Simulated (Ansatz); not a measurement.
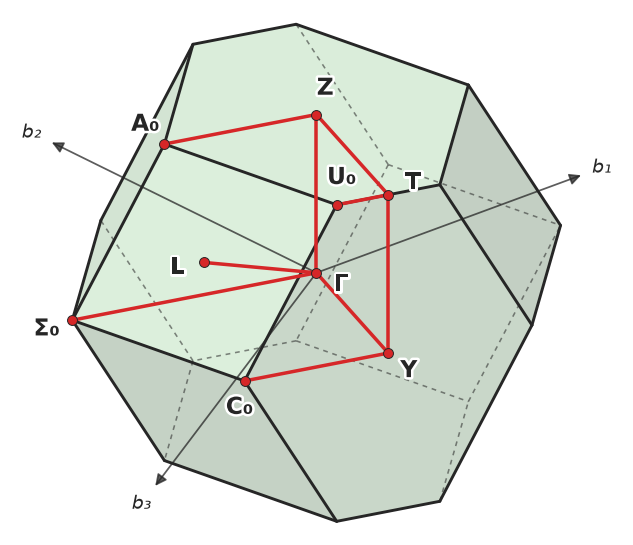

The first Brillouin zone and its special points. Crystal: TiSi2, the geometry relaxed at fixed volume with Ansatz, DFT r2SCAN, scalar-relativistic, plane waves, PAW. Symmetry computed with spglib at a tolerance of 0.002 Å; standard conventional cell.

Space group Fddd, No. 70, origin choice 1; a = 4.680 Å, b = 8.031 Å, c = 8.383 Å, α = 90.00°, β = 90.00°, γ = 90.00°.

Labels and path follow the convention of Hinuma et al. (2017), as computed by seekpath; the arrows show the directions of the reciprocal primitive vectors b₁, b₂, b₃, in which coordinates are given; lengths include the factor 2π.

Question: List the special points with their coordinates and distances from Γ.

Answer:
```
point   k₁     k₂     k₃  length of k (1/Å)
    Γ    0      0      0              0.000
    T    1    1/2    1/2              1.083
    Z  1/2    1/2      0              0.750
    Y  1/2      0    1/2              0.782
   Σ₀    0  0.413  0.413              1.108
   U₀    1  0.587  0.587              1.108
   A₀  1/2  0.757  0.257              1.019
   C₀  1/2  0.243  0.743              1.019
    L  1/2    1/2    1/2              0.863
```

Question: What is the zone's volume?

Answer: (2π)³ over the primitive cell's volume of 78.76 Å³: 3.15 Å⁻³.
